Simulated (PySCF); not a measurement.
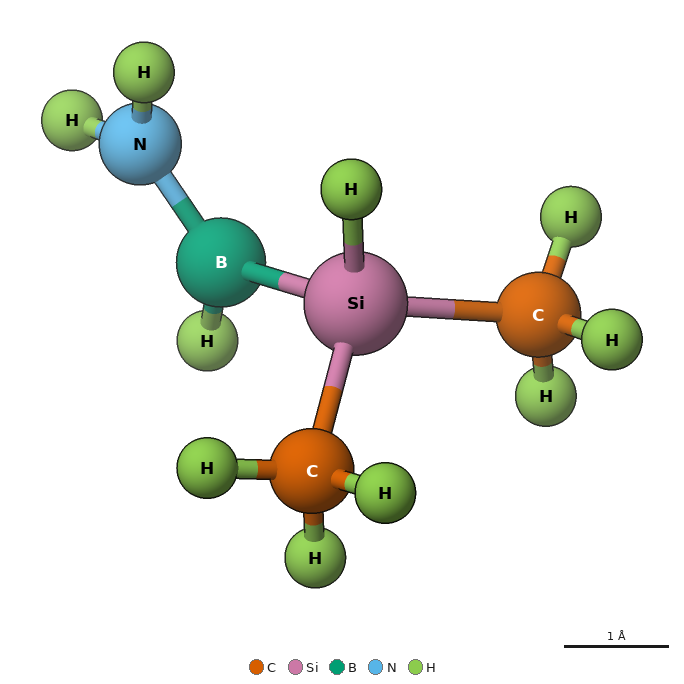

Every bond is drawn as one stick, whatever its order.

Computed geometry: PBE0-D3(BJ)/def2-SVP optimisation. No frequency run is at hand to confirm it as a minimum.

What does the picture show?

Formula C2H10BNSi. As SMILES it reads `C[SiH](C)BN`. It has no ring. Among its groups: Si–H bond, B–H bond. Coordination: 2 C tetrahedral; 1 Si tetrahedral; 1 B trigonal planar; 1 N trigonal planar.

The parts below concern this one geometry. Atoms keep their numbers from picture to picture.

### Shape

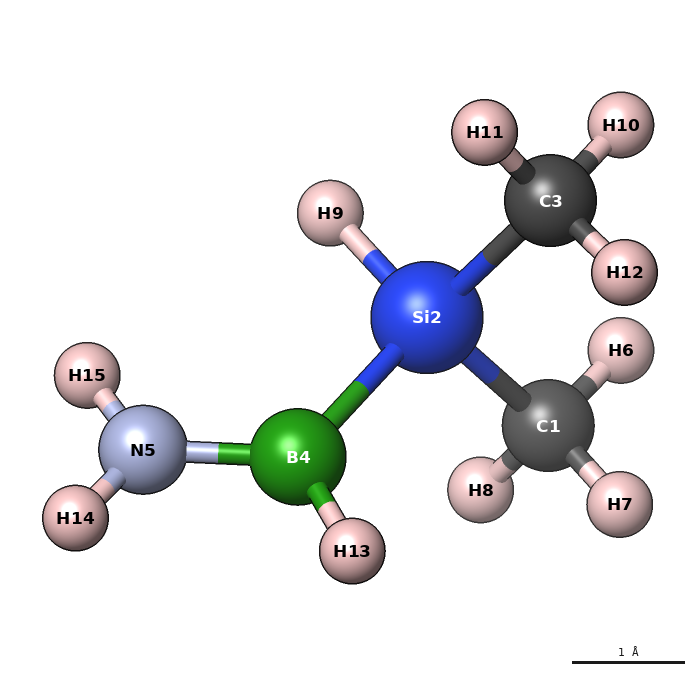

The atoms are numbered. No frequency run is at hand to confirm it as a minimum.

Give these bond angles: Si2–C1–H6, Si2–C1–H7, C1–Si2–C3, C1–Si2–B4, C1–Si2–H9, B4–Si2–H9, Si2–C3–H10, Si2–C1–H8, Si2–C3–H12, Si2–B4–N5, Si2–B4–H13, N5–B4–H13, B4–N5–H14, B4–N5–H15.

```json
{"angle": "Si2–C1–H6", "degrees": "111.2"}
{"angle": "Si2–C1–H7", "degrees": "110.4"}
{"angle": "C1–Si2–C3", "degrees": "108.9"}
{"angle": "C1–Si2–B4", "degrees": "110.8"}
{"angle": "C1–Si2–H9", "degrees": "108.0"}
{"angle": "B4–Si2–H9", "degrees": "109.9"}
{"angle": "Si2–C3–H10", "degrees": "111.0"}
{"angle": "Si2–C1–H8", "degrees": "111.4"}
{"angle": "Si2–C3–H12", "degrees": "110.4"}
{"angle": "Si2–B4–N5", "degrees": "121.6"}
{"angle": "Si2–B4–H13", "degrees": "121.3"}
{"angle": "N5–B4–H13", "degrees": "117.1"}
{"angle": "B4–N5–H14", "degrees": "123.5"}
{"angle": "B4–N5–H15", "degrees": "123.1"}
```

### Core levels

No frequency run is at hand to confirm it as a minimum. Level of theory: delta-SCF UKS SCAN, pcX-1 on the ionised atom, pcseg-1 elsewhere, spin-free X2C (PySCF 2.14.0).

Give the core-electron binding energies (to vacuum; p and d levels without spin–orbit splitting) of C1 1s, Si2 1s, Si2 2p, B4 1s, N5 1s.

| atom | level | binding energy (eV) |
| --- | --- | --- |
| C1 | 1s | 289.7 |
| Si2 | 1s | 1845.3 |
| Si2 | 2p | 105.9 |
| B4 | 1s | 195.1 |
| N5 | 1s | 405.3 |

### Dipole moment

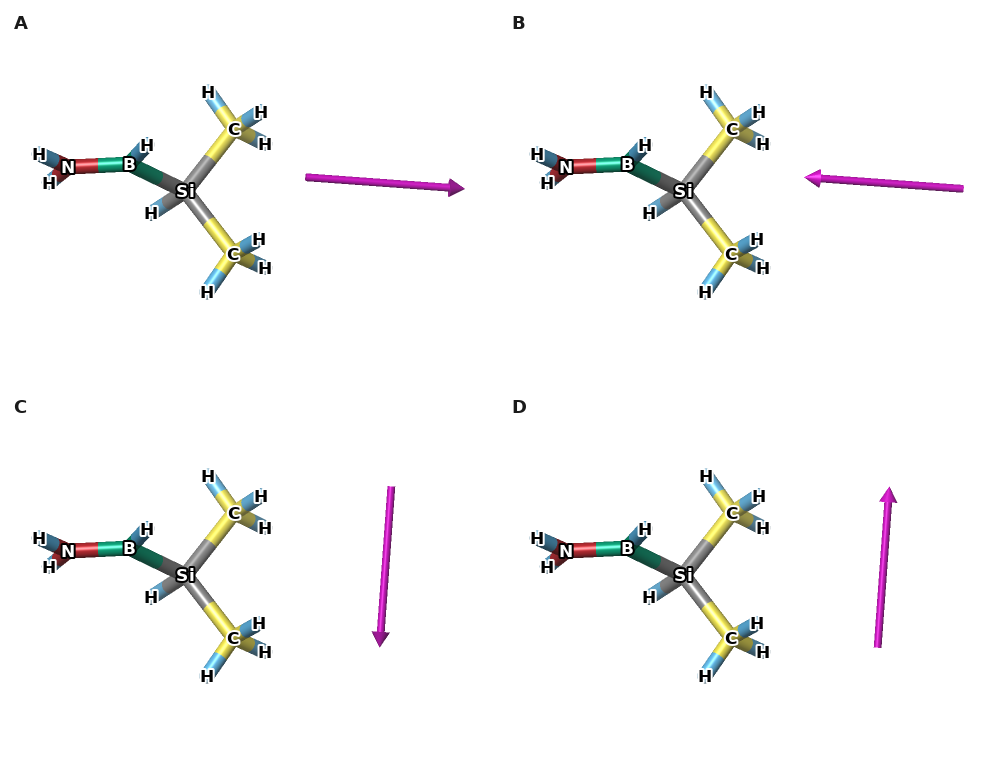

The same molecule four times, each with an arrow. No frequency run is at hand to confirm it as a minimum. Properties computed with LDA/def2-SVPD, gas phase (PySCF 2.14.0).

Which arrow points along the dipole moment, from the negative to the positive end?

Answer. B. The dipole moment is 1.64 D.

### Excitation

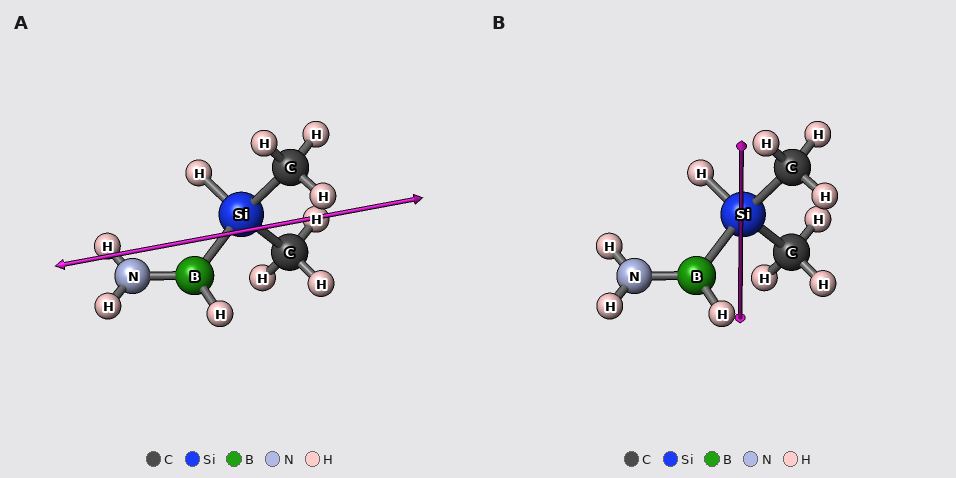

The double arrows show the directions of two transition dipoles from the ground state (lengths mean nothing). No frequency run is at hand to confirm it as a minimum. Method: TDDFT PBE0/def2-SVP, vertical, gas phase, core orbitals frozen in the response (PySCF 2.14.0).

One belongs to singlet state 5 and one to singlet state 8. Which is which?

Answer. A: state 5, 8.03 eV (154 nm), oscillator strength 0.14, mainly HOMO−3 → LUMO (weight 0.86).
B: state 8, 8.46 eV (147 nm), oscillator strength 0.019, mainly HOMO−4 → LUMO (weight 0.79).
